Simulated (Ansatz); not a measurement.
ClH3S2Si (SMILES S[SiH](S)Cl)

Input file:

```
crystal:
  periodic: [false, false, false]
  atoms:
    - { symbol: S, position_ang: [-0.6991, 1.2526, -1.4159] }
    - { symbol: Si, position_ang: [-0.0123, 0.0734, 0.1538] }
    - { symbol: S, position_ang: [1.8718, -0.7016, -0.3827] }
    - { symbol: Cl, position_ang: [-1.2286, -1.4624, 0.4651] }
    - { symbol: H, position_ang: [-1.9771, 1.4442, -0.9427] }
    - { symbol: H, position_ang: [0.0797, 0.874, 1.4091] }
    - { symbol: H, position_ang: [2.0269, -1.5481, 0.6677] }
basis:
  gaussian: { orbitals: cc-pVDZ }
hamiltonian:
  xc: pbe
  dispersion: d4
relax:
  f_tol: 0.015
  max_steps: 40
output:
  orbitals: {}
```

Run with:

```sh
ansatz run input.yaml --threads 1 --pin off --max-ram 2048MiB --backend cpu --events-out ev --progress --plain --runs-dir out
```

The fields are those of the relaxed geometry.

Level of theory: Ansatz, RKS PBE-D4/cc-pVDZ.

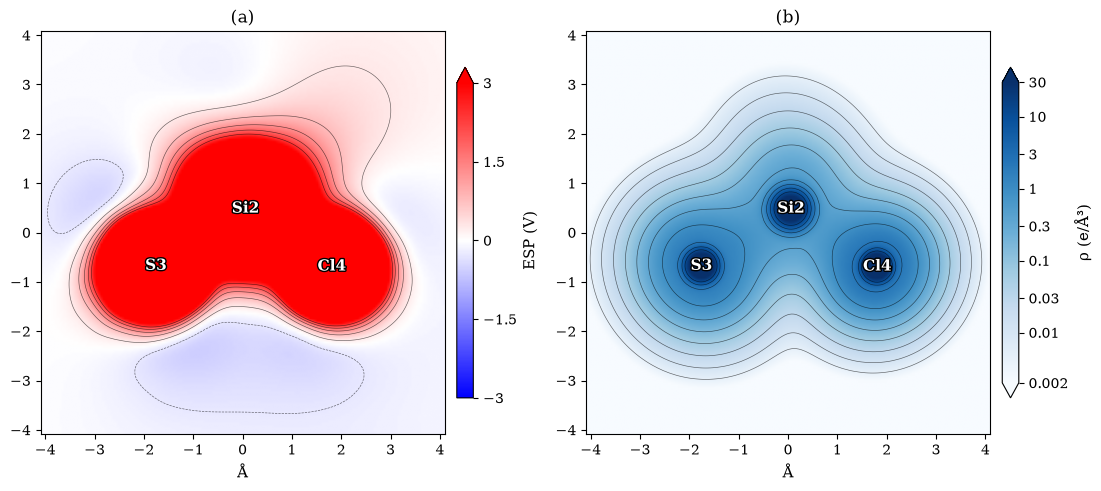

Figure 1. (a) electrostatic potential; (b) electron density on the plane of atoms S3, Si2 and Cl4.

**What do the fields say about this system?**

The plane passes through Si, S and Cl nuclei. Si–Cl (2.11 Å): ρ at the midpoint is about 0.79 e/Å³. Si–S (2.16 Å): ρ is about 0.79 e/Å³ halfway. Outside the dense part of the molecule the potential is most negative (−0.6 V) near S3.

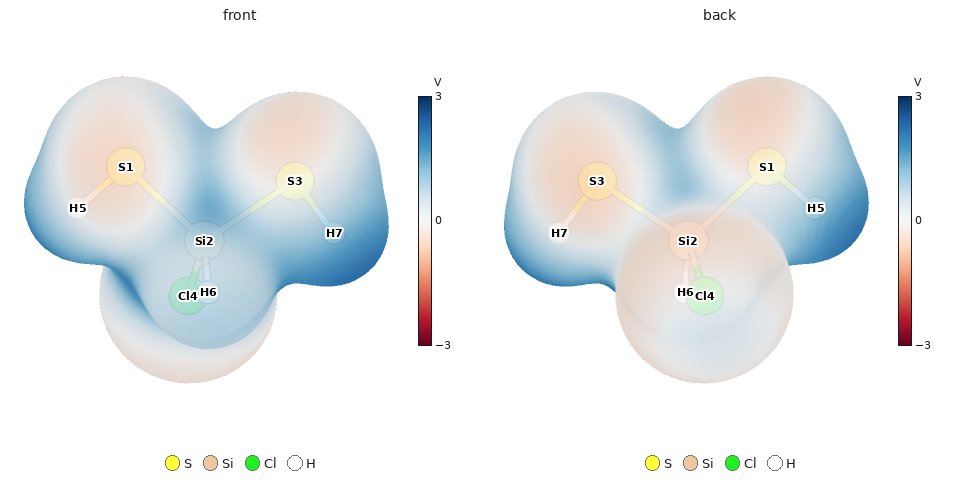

Figure 2. The molecular electrostatic potential painted on the density surface at 0.004 e/bohr³, seen from the front and from behind; red is negative and blue positive.

**Where is the surface potential most negative and most positive?**

The most negative region (about −0.6 V, or −14 kcal/mol for a unit charge) lies over S1 and S3, the most positive (about +2.2 V, or +51 kcal/mol for a unit charge) over H5 and H7. Cl4 shows a σ-hole: about +0.3 V, or +7 kcal/mol for a unit charge at the tip opposite its bond, against about −0.3 V on its flanks.

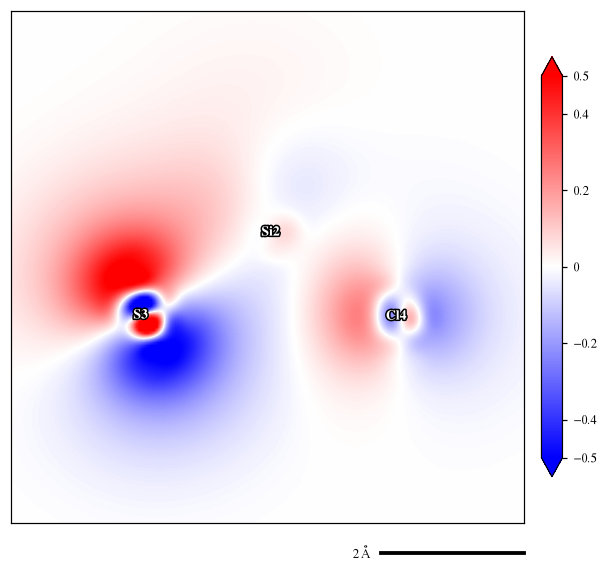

Figure 3. The HOMO−1 on the plane of atoms S3, Si2 and Cl4 (values in Å⁻³ᐟ²; the overall sign is arbitrary).

**Describe this orbital and give its energy.**

By Hirshfeld shares it lies mainly on S3 (about 65 %), S1 (about 15 %) and Cl4 (about 5 %). Its energy is −6.65 eV.

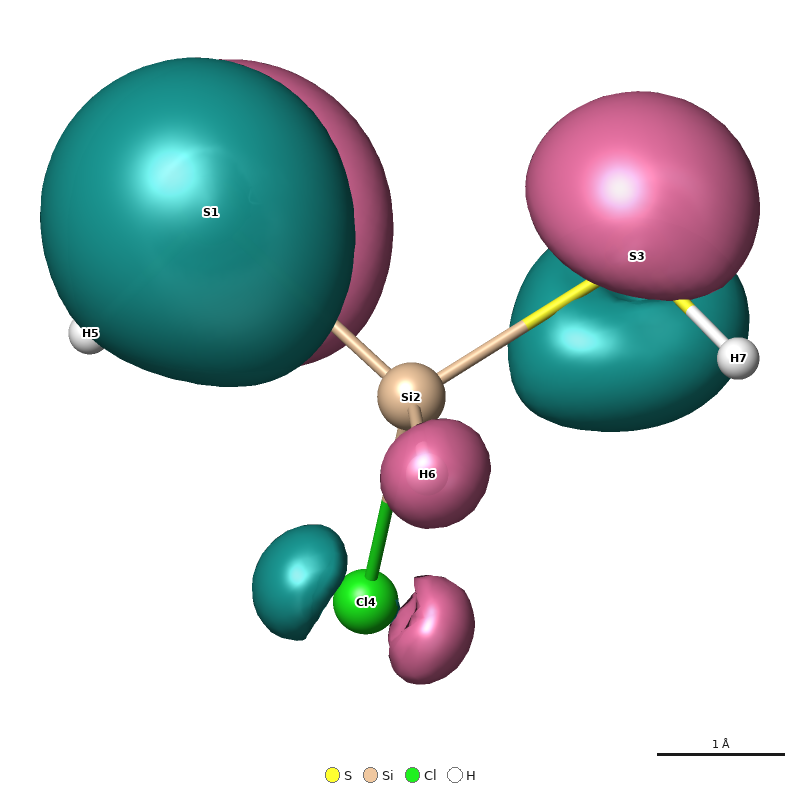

Figure 4. The HOMO at ±0.1 Å⁻³ᐟ² (teal and pink are the two phases), seen at a tilt.

**Describe this orbital and give its energy.**

It lies mainly on S1 (about 65 %) and S3 (about 20 %). Its energy is −6.53 eV.
